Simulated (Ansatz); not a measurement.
H2Sn3

Input file:

```
crystal:
  periodic: [false, false, false]
  atoms:
    - {symbol: Sn, position_ang: [-1.807357, 0.548145, 0.166461]}
    - {symbol: Sn, position_ang: [-0.331423, -1.825587, -0.389795]}
    - {symbol: Sn, position_ang: [1.191460, 0.710191, 0.129896]}
    - {symbol: H, position_ang: [-0.529569, 1.896638, 0.427666]}
    - {symbol: H, position_ang: [1.476900, -1.329387, -0.334229]}
basis:
  gaussian: {orbitals: def2-TZVP, initial_orbitals: start.molden}
hamiltonian: {xc: pbe0, dispersion: d4}
scf: {omitted_lower_state_checks: [starts]}
output: {forces: true, orbitals: {seedname: orbitals}}
```

Command:

```sh
ansatz run in.yaml --threads 4 --pin off --events-out ev --progress --plain --max-ram 8704MiB
```

Geometry: PBE-D4/def2-SVP; core potentials replace the inner electrons of Sn.

Theory: RKS PBE0-D4/def2-TZVP in Ansatz 0.2.0.

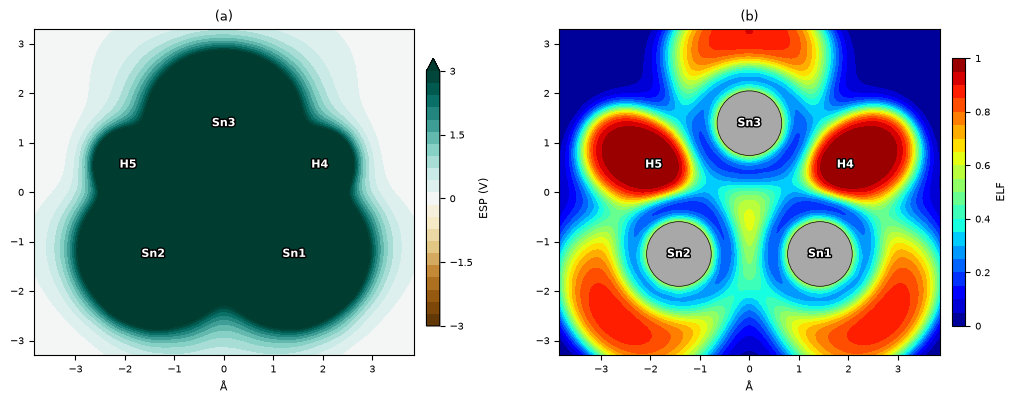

Figure 1. (a) molecular electrostatic potential; (b) electron localisation function on the molecular plane. Grey discs cover the atomic cores in the ELF map.

Question: Describe what can be read from this map.

Answer:
- The section cuts through Sn and H sites.
- Sn–Sn (2.85 Å): the ELF reaches about 0.55 near the midpoint.
- Sn–H (1.88 Å): the ELF climbs to about 1 towards the hydrogen.
- Sn–Sn (3.00 Å): the ELF is about 0.35 at the midpoint.
- The potential has no marked negative region in this plane.

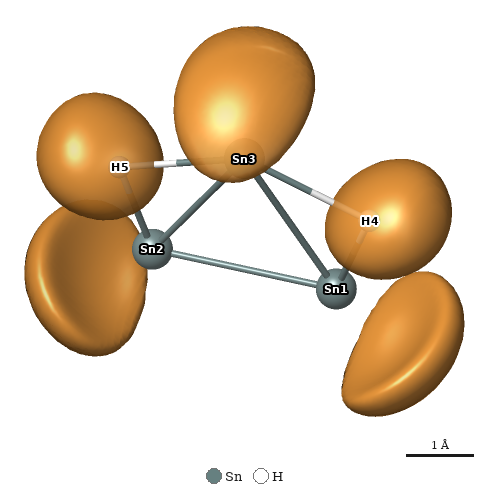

Figure 2. Isosurface of the electron localisation function at 0.8 (orange), seen at an oblique angle. Only the valence region is drawn (cores and ρ < 0.01 e/Å³ removed).

Question: Identify the bonds, lone pairs and shells in this picture.

Answer: The ELF exceeds this value in two regions around hydrogen nuclei and three lobes on Sn, pointing away from the bonds (lone pairs).

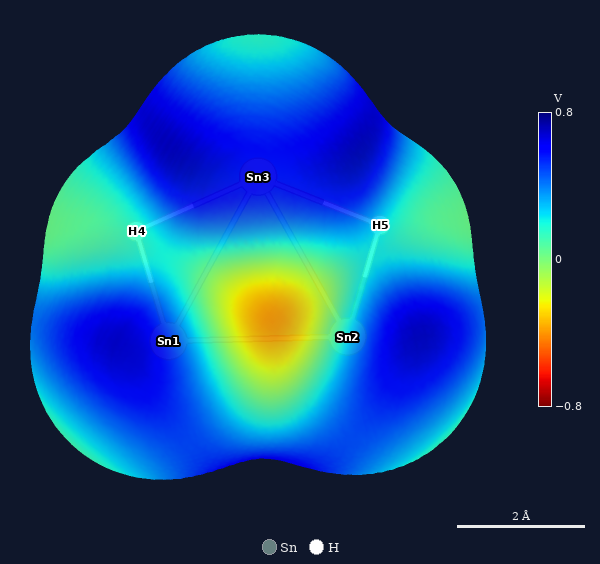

Figure 3. The molecular electrostatic potential painted on the density surface at 0.002 e/bohr³, seen at a tilt; red is negative and blue positive.

Question: Describe the electrostatic potential map.

Answer: The most negative region (about −0.4 V, or −9 kcal/mol for a unit charge) lies over H4, the most positive (about +0.7 V, or +16 kcal/mol for a unit charge) over Sn1, Sn2 and Sn3.
